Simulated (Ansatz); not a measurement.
# Relaxing h-BN/Zr2CO2 MXene heterobilayer (59 atoms), part 2 of 2

Aim: bring h-BN/Zr2CO2 MXene heterobilayer (59 atoms) to a nearby minimum of the energy and see what moves.

Ansatz 0.2.0; Kohn-Sham DFT, PBE+D3(BJ), PAW (set soft_2), plane waves.

So far. Step 3 (Relaxation): The relaxation changed the energy by -6.08 meV/atom, and atoms moved by 0.035 Å r.m.s., 0.099 Å at most.

**4. Local order after relaxation**

Bonds before and after, by the cutoffs listed below:

```csv
pair,bonds before,bonds after,mean before (Å),mean after (Å),spread before (Å),spread after (Å)
O-Zr,42,42,2.118,2.113,0.012,0.002
Zr-C,42,42,2.343,2.358,0.013,0.001
B-N,36,36,1.453,1.453,0.017,0.001
```

Normalised to the volume that the atoms fill. g(r), total and by pair (bins of 0.2 Å):

```
r (Å)  total    O-O   O-Zr   O-B   O-N    O-C  Zr-Zr
 1.40   2.44   0.00   0.00  0.00  0.00   0.00   0.00
 1.60   0.00   0.00   0.00  0.00  0.00   0.00   0.00
 1.80   0.00   0.00   0.00  0.00  0.00   0.00   0.00
 2.00   0.00   0.00   0.00  0.00  0.00   0.00   0.00
 2.20   1.37   0.00  12.15  0.00  0.00   0.00   0.00
 2.40   1.09   0.00   0.00  0.00  0.00   0.00   0.00
 2.60   1.66   0.00   0.00  0.00  0.00   0.00   0.00
 2.80   0.00   0.00   0.00  0.00  0.00   0.00   0.00
 3.00   1.34   0.00   0.00  0.16  0.00  12.40   0.00
 3.20   1.55  10.25   0.00  0.60  0.60   0.00  10.25
 3.40   0.44   0.00   0.00  0.79  0.94   0.00   4.82
 3.60   0.12   0.00   0.00  0.69  0.59   0.00   0.00
 3.80   1.01   0.00   1.32  0.63  0.75   0.00   0.00
 4.00   0.93   0.00   3.56  0.48  0.57   0.00   0.00
 4.20   0.22   0.00   0.00  0.69  0.51   0.00   0.00
 4.40   1.07   0.00   0.00  0.63  0.63   5.50   0.00
 4.60   0.22   0.00   0.00  0.43  0.50   0.00   0.00
 4.80   0.34   0.00   0.00  0.59  0.52   0.00   2.46
 5.00   1.23   2.17   4.43  0.36  0.49   0.00   0.00
 5.20   1.48   0.00   4.18  0.51  0.45   0.00   0.00
 5.40   0.20   0.00   0.00  0.47  0.36   0.00   0.00
 5.60   0.69   0.00   0.00  0.48  0.64   7.20   0.00
 5.80   1.03   3.35   0.00  0.40  0.32   0.00   6.65
 6.00   0.31   1.54   0.00  0.34  0.34   0.00   0.00
 6.20   0.24   0.00   0.00  0.44  0.44   0.00   0.00
 6.40   0.48   0.00   0.00  0.41  0.45   0.00   0.00
 6.60   1.04   2.54   0.00  0.35  0.31   0.00   2.54
 6.80   0.65   2.35   2.35  0.36  0.33   0.00   0.00
```

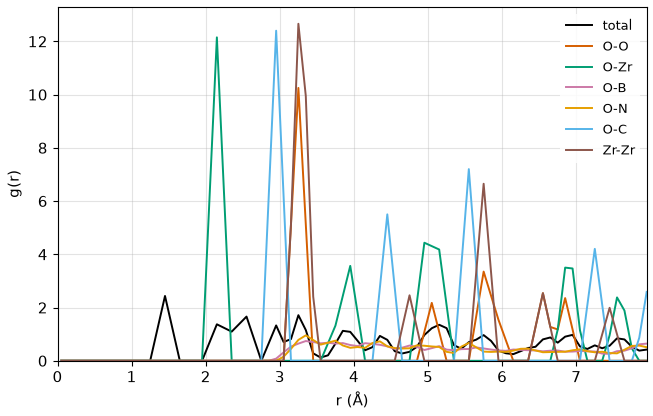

Pair distribution functions, lightly smoothed.

Bonds by pair of elements; cutoffs follow the first minimum of g(r), held within bounds set by covalent radii, and pairs that aren't listed don't count as bonded:

| pair A-B | cutoff (Å) | bonds | mean length (Å) | spread (Å) | shortest (Å) | B about A | A about B |
| --- | --- | --- | --- | --- | --- | --- | --- |
| O-Zr | 2.82 | 42 | 2.11 | 0.002 | 2.11 | 3 | 3 |
| Zr-C | 2.81 | 42 | 2.36 | 0.001 | 2.35 | 3 | 6 |
| B-N | 1.88 | 36 | 1.45 | 0.001 | 1.45 | 3 | 3 |

How many atoms have how many bonded neighbours:

| element | mean | 3 | 6 |
| --- | --- | --- | --- |
| B | 3 | 12 | 0 |
| C | 6 | 0 | 7 |
| N | 3 | 12 | 0 |
| O | 3 | 14 | 0 |
| Zr | 6 | 0 | 14 |

Bond angles, per cent of each kind in bins of 5°:

| angle (°) | C-Zr-O | Zr-C-Zr | Zr-O-Zr | O-Zr-O | C-Zr-C |
| --- | --- | --- | --- | --- | --- |
| 80–85 | 66.7 | 0.0 | 0.0 | 0.0 | 0.0 |
| 85–90 | 0.0 | 40.0 | 0.0 | 0.0 | 100.0 |
| 90–95 | 0.0 | 40.0 | 0.0 | 0.0 | 0.0 |
| 95–100 | 0.0 | 0.0 | 0.0 | 0.0 | 0.0 |
| 100–105 | 0.0 | 0.0 | 100.0 | 100.0 | 0.0 |
| 105–110 | 0.0 | 0.0 | 0.0 | 0.0 | 0.0 |
| 110–115 | 0.0 | 0.0 | 0.0 | 0.0 | 0.0 |
| 115–120 | 0.0 | 0.0 | 0.0 | 0.0 | 0.0 |
| 120–125 | 0.0 | 0.0 | 0.0 | 0.0 | 0.0 |
| 125–130 | 0.0 | 0.0 | 0.0 | 0.0 | 0.0 |
| 130–135 | 0.0 | 0.0 | 0.0 | 0.0 | 0.0 |
| 135–140 | 0.0 | 0.0 | 0.0 | 0.0 | 0.0 |
| 140–145 | 0.0 | 0.0 | 0.0 | 0.0 | 0.0 |
| 145–150 | 0.0 | 0.0 | 0.0 | 0.0 | 0.0 |
| 150–155 | 0.0 | 0.0 | 0.0 | 0.0 | 0.0 |
| 155–160 | 0.0 | 0.0 | 0.0 | 0.0 | 0.0 |
| 160–165 | 0.0 | 0.0 | 0.0 | 0.0 | 0.0 |
| 165–170 | 33.3 | 0.0 | 0.0 | 0.0 | 0.0 |
| 170–175 | 0.0 | 0.0 | 0.0 | 0.0 | 0.0 |
| 175–180 | 0.0 | 20.0 | 0.0 | 0.0 | 0.0 |

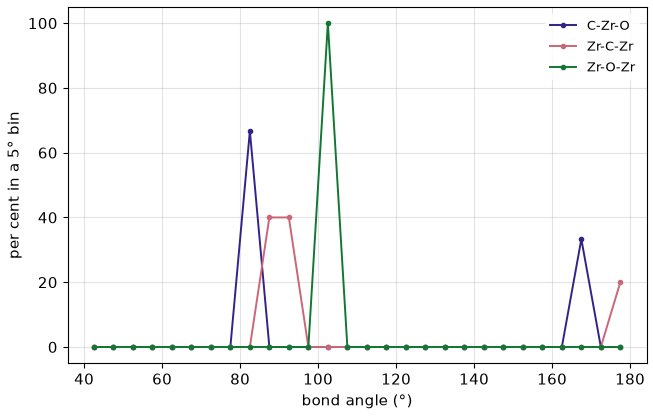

Distributions of the most common bond angles.

Bond angles (no mean is given where the spread exceeds 20°):

```csv
angle,count,mean (°),spread (°)
C-Zr-O,126,-,-
Zr-C-Zr,105,-,-
Zr-O-Zr,42,102,0.1
O-Zr-O,42,102,0.1
C-Zr-C,42,88.6,0
```

First main peaks of g(r), for some of the pairs, lie near 3.27 Å (O-O), 2.12 Å (O-Zr), 2.98 Å (O-C) and 3.31 Å (Zr-Zr). By these cutoffs all B atoms have 3, all C atoms have 6, all N atoms have 3 and all O atoms have 3 bonded neighbours.

**5. Single point at the relaxed geometry**

One more single point at the end of the walk gives the fuller output and checks the residual forces.

File input.yaml:

```yaml
crystal:
  lattice:
    - [8.7158, 0.0, 0.0]
    - [-4.3579, 7.5481, 0.0]
    - [0.0, 0.0, 21.68]
  atoms:
    - { symbol: B, position: [0.1672, 0.66687, 0.32052] }
    - { symbol: "N", position: [0.16706, 0.50023, 0.31928] }
    - { symbol: B, position: [0.33391, 0.00027, 0.32382] }
    - { symbol: "N", position: [0.3339, 0.83357, 0.32235] }
    [... 49 atom lines left out ...]
    - { symbol: O, position: [0.78472, 0.26168, 0.46489] }
    - { symbol: C, position: [0.73722, 0.45231, 0.57155] }
    - { symbol: Zr, position: [0.92761, 0.69041, 0.63583] }
    - { symbol: Zr, position: [0.97523, 0.49993, 0.50744] }
    - { symbol: O, position: [0.97526, 0.49994, 0.67849] }
    - { symbol: O, position: [0.92749, 0.6904, 0.4649] }
kpoints:
  mp_grid: { grid: [2, 2, 1] }
hamiltonian:
  xc: pbe
  dispersion: d3bj
scf:
  occupations: { method: fermi_dirac, width: 0.05 }
output:
  forces: true
  populations: true
  dos:
    method: { smearing: { sigma: 0.08 } }
    de: 0.1
    projected:
      site_lists:
        B: [B]
        C: [C]
        "N": ["N"]
        O: [O]
        Zr: [Zr]
        layer_1: [0, 1, 2, 3, 4, 5, 6, 7, 8, 9, 10, 11, 12, 13, 14, 15, 16, 17, 18, 19, 20, 21, 22, 23]
        layer_2: [24, 25, 26, 27, 28, 29, 30, 31, 32, 33, 34, 35, 36, 37, 38, 39, 40, 41, 42, 43, 44, 45, 46, 47, 48, 49, 50, 51, 52, 53, 54, 55, 56, 57, 58]
  eigenvalues: true
  write_density: true
  write_potential: true
  volumetric_format: npy
```

The run is started by

```console
$ ansatz run input.yaml --threads 4 --pin off --max-ram 8192MiB --backend cpu --events-out ev --progress --plain --runs-dir out
```

Numbers of over 12 decimals in the logs are rounded to 6 here.

Output:

```text
[...]
Crystal: 59 atoms, lattice volume = 1426.278 Å³
Basis set: ecut = 420 eV, 27919 PW (Γ), exchange–correlation on 120×120×300 points (8 copies of the dense FFT grid, shifted against one another)
Bands: 247, of which v1, the nominal top of the filled ones, is band 188 counted from 1 (187 counted from 0)
Symmetry: 1 space group operations
[...]
k-points: 4
[...]
SCF iter   1: F=—  HF=-74837.145328 eV  |F-HF|=—  |Δ(HF+E_count)|=         —  Δρ=3.85e-3  dr2=4.20e-1  ethr=1.77e-3  ⟨swp⟩=8.0  Hψ=4670  notcnv=0  defer=57
[...]
SCF iter  10: F=-74837.088002 eV  HF=-74837.088002 eV  |F-HF|=1.91e-7  |Δ(HF+E_count)|=   2.03e-7  Δρ=1.48e-6  dr2=2.37e-8  ethr=2.66e-11  ⟨swp⟩=21.2  Hψ=9252  notcnv=0
SCF 1 converged in 10 iterations: F = -74837.088002 eV  dr2 = 2.37e-8
[...]
WARN: The output density's exchange-correlation potential varies sharply where the density is thin. Do not read a vacuum level from v_tot or v_xc, or from such a field of the output density. On a cell that repeats whose density bears no net charge and no dipole along the vacuum's axis use v_es (v_loc + v_h of the components); [...]
SCF converged after 10 iterations
Free energy (F): -74837.088002 eV
[...]
Internal energy: -74837.087911 eV  (E = F + TS)
E sigma→0 (E₀):  -74837.087957 eV
Entropy (-TS):   -0.000091 eV (-0.002 meV/atom)
Fermi energy:    2.375596 eV
[...]
--- Forces (eV/Å), atoms counted from 1 ---
  atom   1  B      0.00098707    -0.00000528     0.00635333
  atom   2  N     -0.00182993     0.00161644     0.00393336
  atom   3  B     -0.00015398    -0.00255477     0.00188102
  atom   4  N      0.00335256    -0.00023596     0.00149179
  atom   5  B     -0.00109946     0.00216953     0.00175741
  atom   6  N      0.00096780     0.00017975     0.00209511
  atom   7  B     -0.00055505     0.00054124     0.00436624
  atom   8  N     -0.00139462    -0.00343482     0.00331866
  atom   9  B     -0.00167662     0.00006989     0.00392630
  atom  10  N      0.00164618    -0.00080795     0.00297682
  atom  11  B      0.00024007     0.00186481     0.00365817
  atom  12  N     -0.00336455     0.00140567     0.00388730
  atom  13  B     -0.00185889     0.00144574     0.00369100
  atom  14  N     -0.00206314    -0.00188348     0.00090128
[...]
atom  58  O     -0.00112381    -0.00124367    -0.00706805
  atom  59  O      0.00467120    -0.00246848     0.00117037
  max |Σ_I F_I| component: 4.66e-4 eV/Å
--- Band table (eV) ---
[...]
--- Löwdin populations: 59 sites ---
  site symbol       q [e]
     0      B      2.5901
     1      N      5.3447
     2      B      2.5865
[...]
58      O      6.6256
  spilling = 0.005088 (of n_electrons = 376.000000)
```

Run time: 2.1 min. Hardware: 4 threads of Arm Neoverse N1, shared host; peak memory 6.5 GiB; 8.4 min of CPU time.

The program notes that the exchange-correlation potential is rough where the density is thin.

The run gave:

```
free energy                                      : -74837.0880 eV
free energy per atom                             : -1268.4252 eV/atom
SCF cycles                                       : 10
r.m.s. force component                           : 0.00331 eV/Å
longest force                                    : 0.013 eV/Å
Fermi energy                                     : 2.376 eV
gap (highest filled to lowest empty level) : 0.9561 eV
potential in mid-vacuum, over the Fermi level    : 4.869 eV
potential 4.5 Å over the upper face              : 4.887 eV
potential 4.5 Å under the lower face             : 4.849 eV
spilling of the projection                       : 0.005088
```

Löwdin charges by element (they lack the spilled electrons, 0.032 e an atom on average):

```
element  coordination  atoms  mean charge (e)  spread   least    most
      B           all     12            0.410  0.0021   0.406   0.413
      C           all      7           -0.898  1.0e-4  -0.898  -0.898
      N           all     12           -0.347  0.0014  -0.349  -0.345
      O           all     14           -0.628   0.003  -0.631  -0.625
     Zr           all     14             1.16  0.0039    1.15    1.16
```

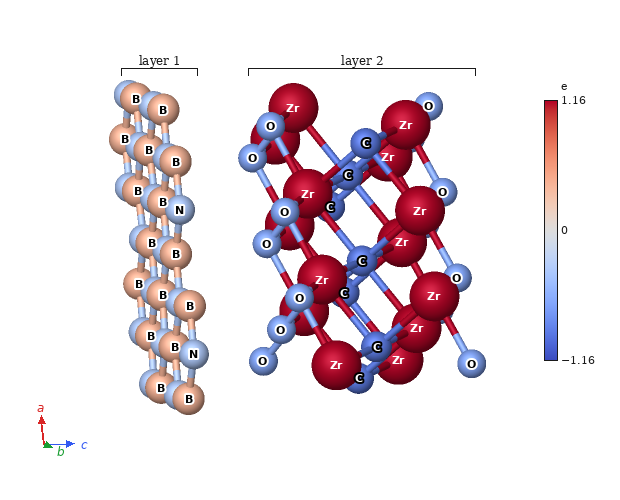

Atoms coloured by Löwdin charge. Some periodic images of atoms are drawn too.

By region:

| region | atoms | mean length of the force (eV/Å) |
| --- | --- | --- |
| layer 1 | 24 | 0.004 |
| layer 2 | 35 | 0.006 |

Density of states as counts of states in windows of 1 eV (from the Fermi level), total and the larger projections:

```
from (eV)  to (eV)  total  layer 2  Zr d  layer 1   O p  N p  C p
      -14      -11    0.0      0.0   0.0      0.0   0.0  0.0  0.0
      -11      -10    3.4      3.4   0.4      0.0   0.1  0.0  0.0
      -10       -9   15.1     10.6   2.7      4.4   0.1  3.0  0.0
       -9       -8   11.0      0.0   0.0     10.9   0.0  7.1  0.0
       -8       -7    0.1      0.0   0.0      0.1   0.0  0.1  0.0
       -7       -6   14.1      1.6   0.5     12.3   0.8  8.1  0.2
       -6       -5   42.1     30.8   8.2     11.1  19.2  7.1  1.6
       -5       -4   56.9     47.8   8.7      8.7  34.9  5.7  2.1
       -4       -3   16.2      6.8   1.4      9.3   3.1  6.6  2.0
       -3       -2   28.8     19.1   5.6      9.4   4.5  7.2  8.2
       -2       -1   23.1     17.8   4.0      5.0   4.3  4.6  8.9
       -1        0    1.2      1.0   0.1      0.2   0.2  0.2  0.6
        0        1    4.6      4.5   3.2      0.0   1.1  0.0  0.1
        1        2   11.0     10.7   8.6      0.0   1.4  0.0  0.6
        2        3   25.7     25.1  20.9      0.2   1.7  0.0  1.7
        3        4   38.2     32.0  25.3      5.3   2.3  0.5  2.8
        4        5   21.7     14.7  10.9      3.7   1.0  0.6  1.6
```

The curve was stored every 0.100 eV, coarse against its broadening of 0.08 eV, so these counts are rough.

Between -26 and -14 eV lie 52 more states.

About 112 of the 376 electrons lie in deeper levels, below the stored range.

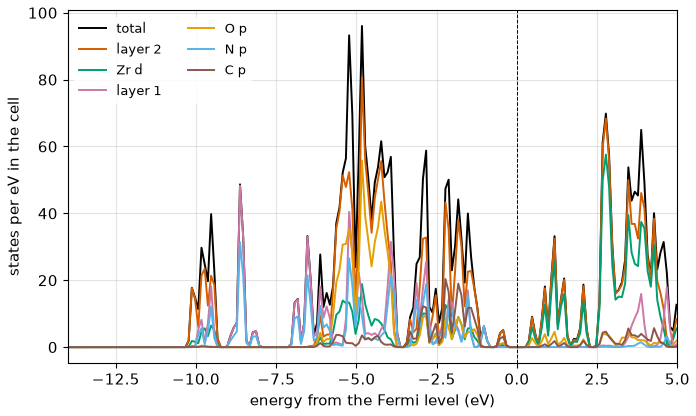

Total and projected density of states, with the broadening of the input.

The levels nearest the highest filled one (over half full), pooled over k-points and spins:

| level less the highest filled one (eV) | occupation |
| --- | --- |
| -0.822 | 2 |
| -0.822 | 2 |
| -0.557 | 2 |
| -0.556 | 2 |
| 0 | 2 |
| 0 | 2 |
| 0.956 | 0 |
| 0.957 | 0 |
| 0.957 | 0 |
| 1.32 | 0 |
| 1.32 | 0 |
| 1.32 | 0 |

Planar average of the electrostatic potential energy along the normal, with the Fermi level as zero, after a running mean with a triangular window 4 Å wide at its base:

```csv
height (Å),potential energy (eV)
0.0,4.87
0.9,4.86
1.7,4.85
2.6,4.85
3.5,4.83
4.3,4.59
5.2,1.97
6.1,-3.23
6.9,-6.91
7.8,-4.02
8.7,-0.92
9.5,-3.19
10.4,-8.59
11.1,-10.58
12.0,-9.90
12.9,-9.95
13.7,-10.51
14.6,-7.29
15.5,-1.24
16.3,3.28
17.2,4.76
18.1,4.89
18.9,4.89
19.8,4.88
20.7,4.88
21.5,4.87
```

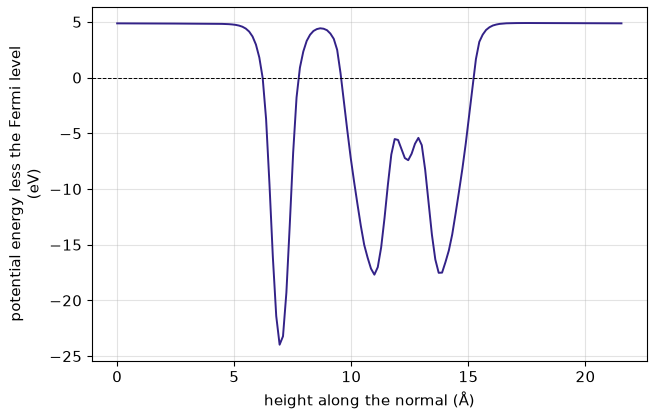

Planar average of the electrostatic potential energy; the dashed line is the Fermi level.

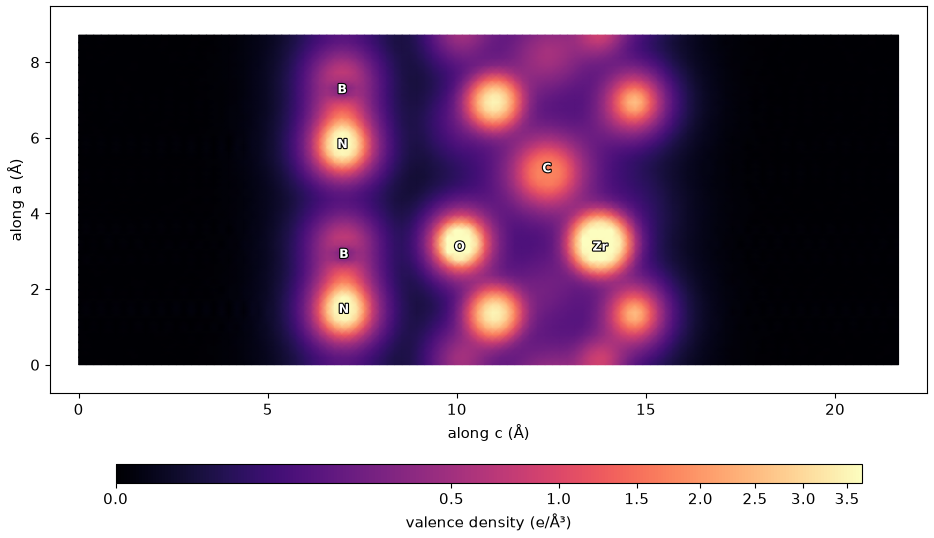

Valence density in the ca plane at fractional y = 0.000, with atoms of B and N and Zr and O and C within 0.2 Å of it. It is the smooth field of the valence electrons, not physical close to the nuclei. The colour scale is stretched toward low values.

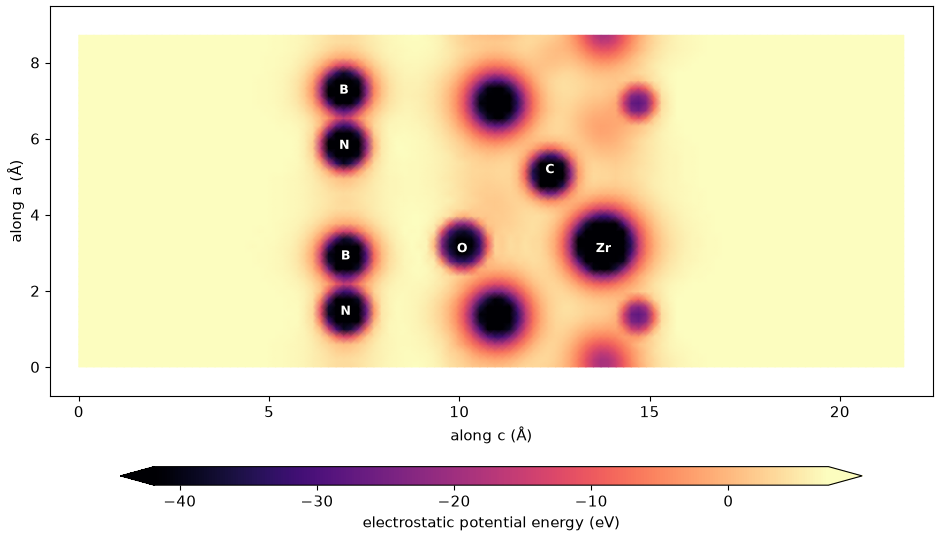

Electrostatic potential energy in the ca plane at fractional y = 0.000, with atoms of B and N and Zr and O and C within 0.2 Å of it. With pseudopotentials it is smooth inside the atoms' cores, unlike the true potential.

Mean Löwdin charges: B +0.41, C -0.90, N -0.35, O -0.63, Zr +1.16 e (they miss 0.51 % of the electrons, so they add up to more than the cell's charge). The largest share in the top eV of filled states is C p (42 % of the projected weight), and in the lowest eV of empty states Zr d (77 % of the projected weight). The potential stands 5.35 eV above the highest filled level over the upper face and 5.32 eV under the lower one, a reading of the ionisation potential at this level on the run's k-points, but a rough one: there is no dipole correction, and the values are taken inside the vacuum, not at the faces.

A closer look about C40, one of the 7 C atoms: 13 atoms, nearest first, numbered in the order of the input, with positions taken from that point.

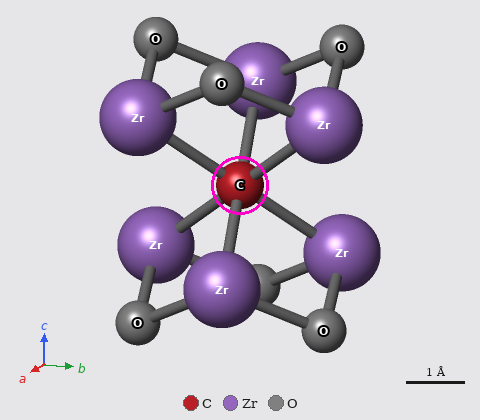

The atoms of the table, within 3.0 Å (arrows a, b, c point along x, y, z); some may hide others; the central atom is ringed.

| atom | x | y | z | distance (Å) | bonds | Löwdin charge (e) |
| --- | --- | --- | --- | --- | --- | --- |
| C40 | 0.00 | 0.00 | 0.00 | 0.00 | 6 | -0.90 |
| Zr32 | -1.24 | 1.44 | -1.39 | 2.36 | 6 | 1.16 |
| Zr41 | 0.62 | 1.80 | 1.39 | 2.36 | 6 | 1.16 |
| Zr36 | 1.25 | -1.44 | 1.39 | 2.36 | 6 | 1.16 |
| Zr26 | -1.87 | -0.36 | 1.39 | 2.36 | 6 | 1.16 |
| Zr27 | -0.62 | -1.80 | -1.39 | 2.36 | 6 | 1.16 |
| Zr42 | 1.87 | 0.36 | -1.39 | 2.36 | 6 | 1.16 |
| O39 | 1.24 | -1.44 | -2.31 | 2.99 | 3 | -0.62 |
| O29 | -1.87 | -0.36 | -2.31 | 2.99 | 3 | -0.63 |
| O44 | 0.62 | 1.80 | -2.31 | 2.99 | 3 | -0.62 |
| O28 | -0.62 | -1.80 | 2.32 | 3.00 | 3 | -0.63 |
| O33 | -1.24 | 1.44 | 2.32 | 3.00 | 3 | -0.63 |
| O43 | 1.87 | 0.36 | 2.32 | 3.00 | 3 | -0.63 |

The column of bonds counts only the pairs O-Zr within 2.82 Å, Zr-C within 2.81 Å, B-N within 1.88 Å; other neighbours, such as metal atoms beside each other in a compound, aren't counted, and periodic images can show an atom twice.

**6. Results**

```json
{
  "energy change in the relaxation": "-6.083 meV/atom",
  "r.m.s. displacement": "0.035 Å",
  "largest displacement": "0.099 Å",
  "free energy per atom": "-1268.4252 eV/atom",
  "r.m.s. force component": "0.00331 eV/Å",
  "gap (highest filled to lowest empty level)": "0.9561 eV",
  "potential in mid-vacuum, over the Fermi level": "4.869 eV",
  "wall time of the 3 DFT runs": "9 min"
}
```

What this shows: Relaxation lowers the energy by 6.08 meV/atom and moves atoms by 0.035 Å r.m.s.; the r.m.s. force component goes from 0.43 to 0.0033 eV/Å, and the gap from 0.999 to 0.956 eV. By the final cutoffs no bond was broken or made. First to last step the energy falls by 0.359 eV; the largest move, 0.10 Å, is that of N2. The Zr-C bonds change most in mean length: from 2.343 Å (spread 0.013) to 2.358 Å (spread 0.001). By these cutoffs all B atoms have 3, all C atoms have 6, all N atoms have 3 and all O atoms have 3 bonded neighbours. Filled and empty levels are parted by 0.956 eV on the run's k-points; the mesh holds the band edges only if they fold onto it, so the gap at this level can be narrower or closed, while semilocal functionals tend to narrow gaps against experiment. The potential stands 5.35 eV above the highest filled level over the upper face and 5.32 eV under the lower one, a reading of the ionisation potential at this level on the run's k-points, but a rough one: there is no dipole correction, and the values are taken inside the vacuum, not at the faces.

[Logs are printed without paths, hosts, clocks, repeated set-up lines and the standing remarks that a program may print on its own settings, such as how far it seeks lower states.]

[Hosts, paths, dates, database ids (printed as entryN), source tags and the programs' standing remarks are cut or masked in the printed files.]
